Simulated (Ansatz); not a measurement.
```xyz
6

C    -0.5049   -2.1341   -0.3243
Li   -2.9266   -2.7957   -1.8276
O    -1.6274   -2.4405   -1.0210
H     0.4292   -2.2091   -0.9309
H    -0.3347   -2.7963    0.5581
H    -0.5053   -1.0955    0.0851
```

Geometry: PBE0-D3(BJ)/def2-SVP.

All numbers below come from isolated molecule in a Gaussian basis; Kohn-Sham density functional theory, functional PBE0 in Ansatz.

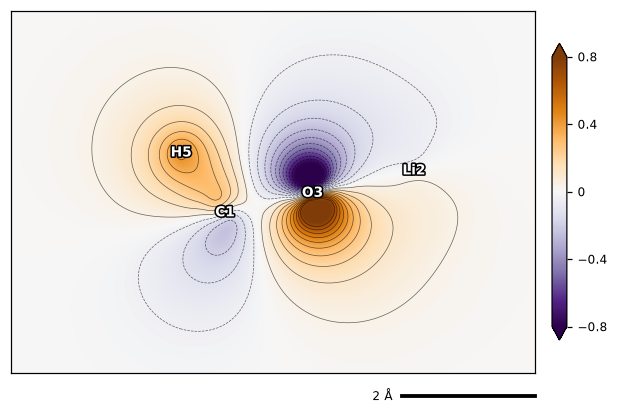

CH₃LiO (SMILES [Li][O]C). The HOMO on the plane of atoms O3, C1 and H5 (values in Å⁻³ᐟ²; the overall sign is arbitrary).

**What is the character of this orbital?**

Its weight (Hirshfeld) is mainly on O3 (about 65 %) and C1 (about 15 %). It is one of a degenerate set, so its orientation is arbitrary. Its energy is −5.71 eV.
